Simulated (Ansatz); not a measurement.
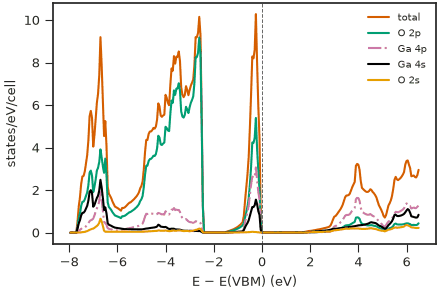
Figure: Total and projected density of states of GaO in space group P6_3/mmc (No. 194; Ga on 4f, O on 4f), the program Ansatz at the r²SCAN+D4 level (PAW)

Task: Which orbitals carry the states next to the gap?

Result: Top 1 eV of the valence band: O 2p 50 %, Ga 4p 32 %, Ga 4s 16 %. Bottom 1 eV of the conduction band: Ga 4s 46 %, O 2s 22 %, Ga 4p 15 %, O 2p 15 %. Projections are on Löwdin-orthogonalised atomic valence shells; empty p or d shells of many metals are not among them.

The start of the workflow was typed in or built on a structure type; neither database checked (COD, Materials Project) lists it. Its standing as an ambient phase is unchecked. The r²SCAN+D4 relaxation kept the symmetry of its start; whether a distortion lowers the energy is not shown. Scalar-relativistic: spin–orbit coupling is off unless named, which matters more the heavier the elements.

Potentials: the earlier of the program's two PAW sets.
